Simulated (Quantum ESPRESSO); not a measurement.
**NiTe2 (Melonite): parallel and opposed starts**

Wanted: the moments of NiTe2 (Melonite) and the energy of each order that was tried.

Calculated with Quantum ESPRESSO 7.5; PBEsol; plane waves with GBRV 1.5 PBEsol potentials, no spin-orbit coupling.

The database entry behind the starting cell differs from later determinations by our own check (c about 0.7 % long), so it need not match the best structure at ambient conditions.

**1. Set-up**

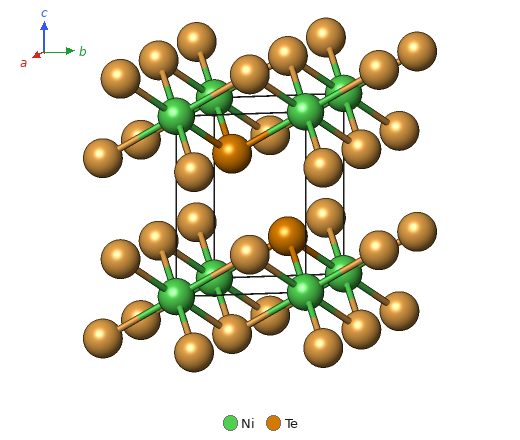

The starting structure, seen slightly off an axis (nickel green, tellurium orange). Some periodic images of atoms are drawn too.

The cell comes from the Crystallography Open Database.

**2. Start 1: ferro +**

The signs are those of the starting moments on the seeded atoms, the atoms that are given a moment.

Input file pw.in:

```
&CONTROL
  calculation = 'scf'
  prefix = 'pwscf'
  outdir = './tmp'
  pseudo_dir = './pseudo'
  disk_io = 'nowf'
/
&SYSTEM
  ibrav = 0
  nat = 3
  ntyp = 2
  ecutwfc = 40
  ecutrho = 280
  nbnd = 23
  occupations = 'smearing'
  smearing = 'fd'
  degauss = 0.00367493
  nspin = 2
  starting_magnetization(1) = 0.1111
  starting_magnetization(2) = 0
/
&ELECTRONS
  conv_thr = 6d-09
  electron_maxstep = 150
  mixing_beta = 0.3
/
ATOMIC_SPECIES
Ni     58.6934 ni_pbesol_v1.4.uspp.F.UPF
Te    127.6000 te_pbesol_v1.uspp.F.UPF
CELL_PARAMETERS angstrom
   3.8610000000    0.0000000000    0.0000000000
  -1.9305000000    3.3437240840    0.0000000000
   0.0000000000    0.0000000000    5.2970000000
ATOMIC_POSITIONS crystal
Ni      0.0000000000    0.0000000000    0.0000000000
Te      0.3333333333    0.6666666667    0.2500000000
Te      0.6666666667    0.3333333333    0.7500000000
K_POINTS automatic
6 6 6 0 0 0
```

Started as:

```
$ OMP_NUM_THREADS=1 mpirun -n 4 pw.x -nk 4 -in pw.in > pw.out
```

The program printed:

```text
Program PWSCF v.7.5 starts

     Message from routine setup:
     using ibrav=0 with symmetry is DISCOURAGED, use correct ibrav instead

     K-points division:     npool     =       4
     Subspace diagonalization in iterative solution of the eigenvalue problem:

     G-vector sticks info
     --------------------
     sticks:   dense  smooth     PW     G-vecs:    dense   smooth      PW
     Sum        1039     583    187                36443    15767    2621

     Using Slab Decomposition

     bravais-lattice index     =            0
     lattice parameter (alat)  =       7.2962  a.u.
     unit-cell volume          =     461.4842 (a.u.)^3
     number of atoms/cell      =            3
     number of atomic types    =            2
     number of electrons       =        30.00
     number of Kohn-Sham states=           23
     kinetic-energy cutoff     =      40.0000  Ry
     charge density cutoff     =     280.0000  Ry
     scf convergence threshold =      6.0E-09
     mixing beta               =       0.3000
     number of iterations used =            8  plain     mixing
     Exchange-correlation= SLA  PW   PSX  PSC
                           (   1   4  10   8   0   0   0)

     celldm(1)=   7.296233  celldm(2)=   0.000000  celldm(3)=   0.000000
     celldm(4)=   0.000000  celldm(5)=   0.000000  celldm(6)=   0.000000

     crystal axes: (cart. coord. in units of alat)
               a(1) = (   1.000000   0.000000   0.000000 )
               a(2) = (  -0.500000   0.866025   0.000000 )
               a(3) = (   0.000000   0.000000   1.371924 )

     reciprocal axes: (cart. coord. in units 2 pi/alat)
               b(1) = (  1.000000  0.577350 -0.000000 )
               b(2) = (  0.000000  1.154701  0.000000 )
               b(3) = (  0.000000 -0.000000  0.728903 )

     PseudoPot. # 1 for Ni read from file:
     ni_pbesol_v1.4.uspp.F.UPF
     Pseudo is Ultrasoft + core correction, Zval = 18.0
     Generated by new atomic code, or converted to UPF format
     Using radial grid of  865 points,  6 beta functions with:
                l(1) =   0
                l(2) =   0
                l(3) =   1
                l(4) =   1
                l(5) =   2
                l(6) =   2
     Q(r) pseudized with 10 coefficients,  rinner =    0.980   0.980   0.980
                                                       0.980   0.980

     PseudoPot. # 2 for Te read from file:
     te_pbesol_v1.uspp.F.UPF
     Pseudo is Ultrasoft + core correction, Zval =  6.0
     Generated by new atomic code, or converted to UPF format
     Using radial grid of  891 points,  5 beta functions with:
                l(1) =   0
                l(2) =   0
                l(3) =   1
                l(4) =   1
                l(5) =   2
     Q(r) pseudized with  6 coefficients,  rinner =    1.800   1.800   1.800
                                                       1.800   1.800

     atomic species   valence    mass     pseudopotential
     Ni               18.00    58.69340     Ni( 1.00)
     Te                6.00   127.60000     Te( 1.00)

     Starting magnetic structure
     atomic species   magnetization
     Ni              0.111
     Te              0.000

     12 Sym. Ops., with inversion, found

   Cartesian axes

     site n.     atom                  positions (alat units)
         1        Ni     tau(   1) = (   0.0000000   0.0000000   0.0000000  )
         2        Te     tau(   2) = (  -0.0000000   0.5773503   0.3429811  )
         3        Te     tau(   3) = (   0.5000000   0.2886751   1.0289433  )

     number of k points=    34  Fermi-Dirac smearing, width (Ry)=  0.0037
                       cart. coord. in units 2pi/alat
        k(    1) = (   0.0000000   0.0000000   0.0000000), wk =   0.0046296
        k(    2) = (   0.0000000   0.0000000   0.1214839), wk =   0.0092593
        k(    3) = (   0.0000000   0.0000000   0.2429677), wk =   0.0092593
        k(    4) = (   0.0000000   0.0000000  -0.3644516), wk =   0.0046296
        k(    5) = (   0.0000000   0.1924501   0.0000000), wk =   0.0277778
        [... 29 further k-points ...]

     Dense  grid:    36443 G-vectors     FFT dimensions: (  40,  40,  54)

     Smooth grid:    15767 G-vectors     FFT dimensions: (  30,  30,  45)

     Check: negative core charge=   -0.000002
     Generating pointlists ...
     new r_m :   0.2770 (alat units)  2.0211 (a.u.) for type    1
     new r_m :   0.2770 (alat units)  2.0211 (a.u.) for type    2

     Initial potential from superposition of free atoms

     starting charge      27.9996, renormalised to      30.0000
     Starting wfcs are   21 randomized atomic wfcs +    2 random wfcs

     Self-consistent Calculation

     iteration #  1     ecut=    40.00 Ry     beta= 0.30
     Davidson diagonalization with overlap
     ethr =  1.00E-02,  avg # of iterations =  5.8

     total energy              =    -378.78631337 Ry
     estimated scf accuracy    <      46.67494202 Ry

     total magnetization       =     0.44 Bohr mag/cell
     absolute magnetization    =     0.46 Bohr mag/cell

     iteration #  2     ecut=    40.00 Ry     beta= 0.30
     Davidson diagonalization with overlap
     ethr =  1.00E-02,  avg # of iterations =  3.0

     total energy              =    -396.11428292 Ry
     estimated scf accuracy    <      26.85716373 Ry

     total magnetization       =     0.03 Bohr mag/cell
     absolute magnetization    =     0.12 Bohr mag/cell

     iteration #  3     ecut=    40.00 Ry     beta= 0.30
     Davidson diagonalization with overlap
     ethr =  1.00E-02,  avg # of iterations =  2.0

     total energy              =    -395.09131550 Ry
     estimated scf accuracy    <       6.76969538 Ry

     total magnetization       =     0.07 Bohr mag/cell
     absolute magnetization    =     0.10 Bohr mag/cell

     [... further iterations left out ...]

     iteration # 14     ecut=    40.00 Ry     beta= 0.30
     Davidson diagonalization with overlap
     ethr =  3.81E-08,  avg # of iterations =  2.1

     total energy              =    -396.00416056 Ry
     estimated scf accuracy    <       0.00000569 Ry

     total magnetization       =     0.00 Bohr mag/cell
     absolute magnetization    =     0.00 Bohr mag/cell

     iteration # 15     ecut=    40.00 Ry     beta= 0.30
     Davidson diagonalization with overlap
     ethr =  1.90E-08,  avg # of iterations =  1.0

     total energy              =    -396.00416074 Ry
     estimated scf accuracy    <       0.00000141 Ry

     total magnetization       =     0.00 Bohr mag/cell
     absolute magnetization    =     0.00 Bohr mag/cell

     iteration # 16     ecut=    40.00 Ry     beta= 0.30
     Davidson diagonalization with overlap
     ethr =  4.70E-09,  avg # of iterations =  1.1

     total energy              =    -396.00416092 Ry
     estimated scf accuracy    <       0.00000001 Ry

     total magnetization       =     0.00 Bohr mag/cell
     absolute magnetization    =     0.00 Bohr mag/cell

     iteration # 17     ecut=    40.00 Ry     beta= 0.30
     Davidson diagonalization with overlap
     ethr =  4.41E-11,  avg # of iterations =  4.2

     Magnetic moment per site  (integrated on atomic sphere of radius R)
     atom   1 (R=0.277)  charge= 16.9373  magn=  0.0000
     atom   2 (R=0.277)  charge=  2.8057  magn= -0.0000
     atom   3 (R=0.277)  charge=  2.8057  magn= -0.0000

     End of self-consistent calculation

     [... lines left out ...]
     the Fermi energy is     9.4187 ev

!    total energy              =    -396.00416098 Ry
     estimated scf accuracy    <          2.5E-09 Ry
     smearing contrib. (-TS)   =      -0.00079280 Ry
     internal energy E=F+TS    =    -396.00336818 Ry

     The total energy is F=E-TS. E is the sum of the following terms:
     one-electron contribution =    -345.00516351 Ry
     hartree contribution      =     185.26121255 Ry
     xc contribution           =     -63.96200414 Ry
     ewald contribution        =    -172.29741308 Ry

     total magnetization       =     0.00 Bohr mag/cell
     absolute magnetization    =     0.00 Bohr mag/cell

     convergence has been achieved in  17 iterations

=------------------------------------------------------------------------------=
   JOB DONE.
=------------------------------------------------------------------------------=
```

Run time: 28 s. Hardware: 4 MPI ranks of Intel Xeon Platinum 8488C (Sapphire Rapids), shared host; peak memory 0.45 GiB.

The spin moment in the atom's sphere vanishes on all atoms.

Numbers from this step:

| Item | Value |
| --- | --- |
| smearing term TS | 0.01079 eV |
| magnetization | 0 μB |
| absolute magnetization | 0 μB |
| final state | non-magnetic |

(Part 1 of 2 ends here.)

[Logs and program files are shortened in this print: banners, set-up blocks, solver, clock and traceback lines can be left out without a mark of their own.]

[Logs are printed without paths, hosts, clocks, repeated set-up lines and the standing remarks that a program may print on its own settings, such as how far it seeks lower states.]

[Hosts, paths, dates, database ids (printed as entryN), source tags and the programs' standing remarks are cut or masked in the printed files.]

[Where a cell is said to come from a database of computed structures, the database is the Materials Project.]
